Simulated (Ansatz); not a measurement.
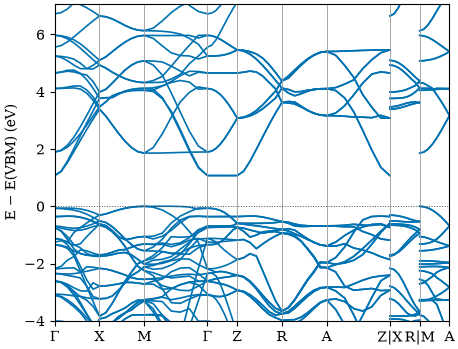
Band structure from LDA (plane waves, PAW; program Ansatz)

Problem. Read off the gap and where the band edges lie.

Solution. About 1.1 eV (1.07 eV by a search for the band edges); maximum on the M–Γ line, 35 % of the way from M, minimum at Γ.

The material is WO3 in space group P4/ncc (No. 130; W on 4c, O on 8f, O on 4c).

The workflow started from a Materials Project entry (that database holds measured and hypothetical structures alike); the Crystallography Open Database files this formula in space group No. 130, but the cells were not matched. Whether it is the stable phase at ambient conditions was not checked. Symmetry was held in the LDA relaxation. At this level the phase is dynamically unstable (imaginary phonons). The run is not spin-polarised. No Hubbard U is applied. Spin–orbit coupling is left out wherever it is not named.

Potentials: the later of the program's two PAW sets.
